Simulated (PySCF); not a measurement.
**[Hg(NH3)]2+: a change of charge**

How does [Hg(NH3)]2+ respond at fixed geometry? The runs cover a change of charge. It is a constructed species; whether it can be made isn't addressed.

Computed with PySCF 2.14.0. Level: PBE0, Hg def2-SVP with ECP60, N def2-SVP, H def2-SVP; scalar-relativistic core potentials, no spin–orbit coupling.

1 further run of the same task is left out (for a known fault of the program).

## (1) The starting structure

5 atoms, charge 2, spin multiplicity 1.

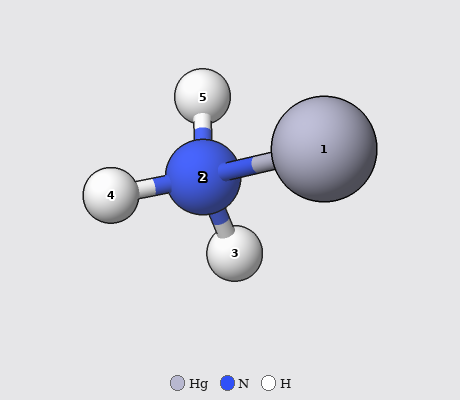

The geometry (mercury light grey, nitrogen blue, hydrogen white); atoms are numbered from 1 in the order of the file.

Coordinates:

```csv
atom,x (Å),y (Å),z (Å)
Hg1,0.0000,0.0000,-0.1570
N2,0.0000,0.0000,1.9748
H3,0.9731,0.0000,2.3348
H4,-0.4866,0.8427,2.3348
H5,-0.4865,-0.8427,2.3348
```

Formal oxidation states: Hg +2. An earlier session relaxed this geometry at PBE0, Hg def2-SVP with ECP60, N def2-SVP, H def2-SVP (singlet, point group C3v).

Its energy there is -209.111301 Eh.

## (2) One electron removed, multiplicity 2

run.py (the lines that set the calculation)

```python
mol = gto.M(atom='''
Hg     0.00000     0.00000    -0.15695
N      0.00000     0.00000     1.97483
H      0.97310     0.00004     2.33484
H     -0.48658     0.84271     2.33484
H     -0.48652    -0.84275     2.33484''',
    basis={'Hg': 'def2-SVP', 'N': 'def2-SVP', 'H': 'def2-SVP'},
    ecp={'Hg': 'def2-SVP'},
    charge=3, spin=1)
mf = dft.UKS(mol, xc='PBE0')
mf.grids.atom_grid = (50, 194)
mf = mf.density_fit()  # fitting sets: Hg def2-universal-JKFIT, N def2-universal-JKFIT, H def2-universal-JKFIT
mf.conv_tol = 1e-08; mf.max_cycle = 55
mf.kernel(dm0)  # dm0: the density of the relaxed state
```

Run with:

```
$ OMP_NUM_THREADS=2 python run.py
```

The log of the run:

```text
init E= -209.121758929925
  HOMO = -0.879927438986  LUMO = -0.858119239331  gap/eV = 0.59343
cycle= 1 E= -208.103733899065  delta_E= 1.02  |g|= 0.273  |ddm|= 0.989
  HOMO = -1.28392579435  LUMO = -1.15084436546  gap/eV = 3.62133
cycle= 2 E= -208.109643032347  delta_E= -0.00591  |g|= 0.289  |ddm|= 0.464
  HOMO = -1.21722829902  LUMO = -1.07972896401  gap/eV = 3.74155
cycle= 3 E= -208.141876417146  delta_E= -0.0322  |g|= 0.0604  |ddm|= 0.234
  HOMO = -1.21554673006  LUMO = -1.07304841173  gap/eV = 3.87758
cycle= 4 E= -208.143574096363  delta_E= -0.0017  |g|= 0.0152  |ddm|= 0.0869
  HOMO = -1.21540470216  LUMO = -1.06709383033  gap/eV = 4.03574
cycle= 5 E= -208.143885962424  delta_E= -0.000312  |g|= 0.00491  |ddm|= 0.0343
  HOMO = -1.21651718321  LUMO = -1.06596206035  gap/eV = 4.09681
cycle= 6 E= -208.143930384144  delta_E= -4.44e-05  |g|= 0.000786  |ddm|= 0.0219
  HOMO = -1.21655689132  LUMO = -1.06585949653  gap/eV = 4.10068
cycle= 7 E= -208.143931408174  delta_E= -1.02e-06  |g|= 0.000259  |ddm|= 0.0031
  HOMO = -1.21653843882  LUMO = -1.06585914141  gap/eV = 4.10019
cycle= 8 E= -208.143931492942  delta_E= -8.48e-08  |g|= 8.59e-05  |ddm|= 0.000906
  HOMO = -1.21653139048  LUMO = -1.06584734371  gap/eV = 4.10032
cycle= 9 E= -208.143931499535  delta_E= -6.59e-09  |g|= 2.6e-05  |ddm|= 0.000266
  HOMO = -1.21653268565  LUMO = -1.06584859013  gap/eV = 4.10032
Extra cycle  E= -208.143931499864  delta_E= -3.28e-10  |g|= 1.62e-05  |ddm|= 4.13e-05
converged SCF energy = -208.143931499864  <S^2> = 0.75908728  2S+1 = 2.0090667
```

It took 1.2 s on 2 threads of Intel Xeon Platinum 8259CL at 2.50GHz (Skylake/Cascade Lake), shared host.

Read off: E = -208.143931 Eh (+26.323 eV from the relaxed state), HOMO -33.10 eV, LUMO -29.00 eV (over both spins), ⟨S²⟩ = 0.759, Mulliken charge on Hg1 +1.91 e. 

## (3) One electron added, multiplicity 2

run.py (the lines that set the calculation), as its differences from that of step 2:

```diff
@@ -8,3 +8,3 @@
     ecp={'Hg': 'def2-SVP'},
-    charge=3, spin=1)
+    charge=1, spin=1)
 mf = dft.UKS(mol, xc='PBE0')
```

Run with:

```
$ OMP_NUM_THREADS=2 python run.py
```

The log of the run:

```text
init E= -209.120366156905
  HOMO = -0.636983956713  LUMO = -0.626844223071  gap/eV = 0.27592
cycle= 1 E= -209.628677423574  delta_E= -0.508  |g|= 0.199  |ddm|= 1.78
  HOMO = -0.404421858112  LUMO = -0.30025197717  gap/eV = 2.83461
cycle= 2 E= -209.632951365291  delta_E= -0.00427  |g|= 0.214  |ddm|= 0.664
  HOMO = -0.44315658932  LUMO = -0.336910060399  gap/eV = 2.89112
cycle= 3 E= -209.651858650234  delta_E= -0.0189  |g|= 0.0291  |ddm|= 0.228
  HOMO = -0.448003027966  LUMO = -0.339776537929  gap/eV = 2.94499
cycle= 4 E= -209.652109203069  delta_E= -0.000251  |g|= 0.0177  |ddm|= 0.0458
  HOMO = -0.449572244732  LUMO = -0.340410420705  gap/eV = 2.97044
cycle= 5 E= -209.652237485336  delta_E= -0.000128  |g|= 0.00204  |ddm|= 0.0166
  HOMO = -0.449813887563  LUMO = -0.340291112498  gap/eV = 2.98027
cycle= 6 E= -209.652239418613  delta_E= -1.93e-06  |g|= 0.000856  |ddm|= 0.00309
  HOMO = -0.4497675191  LUMO = -0.340148674953  gap/eV = 2.98288
cycle= 7 E= -209.652239785897  delta_E= -3.67e-07  |g|= 0.000202  |ddm|= 0.00116
  HOMO = -0.449761587656  LUMO = -0.340114695261  gap/eV = 2.98364
cycle= 8 E= -209.652239814657  delta_E= -2.88e-08  |g|= 4.4e-05  |ddm|= 0.000359
  HOMO = -0.449765056786  LUMO = -0.340111969639  gap/eV = 2.98381
cycle= 9 E= -209.652239817752  delta_E= -3.1e-09  |g|= 1.35e-05  |ddm|= 0.000151
  HOMO = -0.449765524047  LUMO = -0.340112668095  gap/eV = 2.98381
Extra cycle  E= -209.652239817883  delta_E= -1.3e-10  |g|= 1.36e-05  |ddm|= 3.12e-05
converged SCF energy = -209.652239817883  <S^2> = 0.75308701  2S+1 = 2.0030846
```

Wall time 1.3 s (2 threads of Intel Xeon Platinum 8259CL at 2.50GHz (Skylake/Cascade Lake), shared host).

Result: E = -209.652240 Eh (-14.720 eV from the relaxed state), HOMO -12.24 eV, LUMO -9.25 eV (over both spins), ⟨S²⟩ = 0.753, Mulliken charge on Hg1 +0.61 e. 

## (4) Results

| state | energy from the relaxed state (eV) | ⟨S²⟩ | time |
| --- | --- | --- | --- |
| charge +2, singlet, vacuum (relaxed) | 0 | 0.00 |  |
| charge +1, doublet, vacuum | -14.72 | 0.75 | 1.3 s |
| charge +3, doublet, vacuum | 26.32 | 0.76 | 1.2 s |

An electron taken off or put on is at rest in vacuum. 

Removing an electron vertically costs 26.32 eV (doublet), against −HOMO = 23.65 eV. Adding an electron vertically releases 14.72 eV (doublet). The bases are small and lack diffuse functions. Spin–orbit coupling is left out.
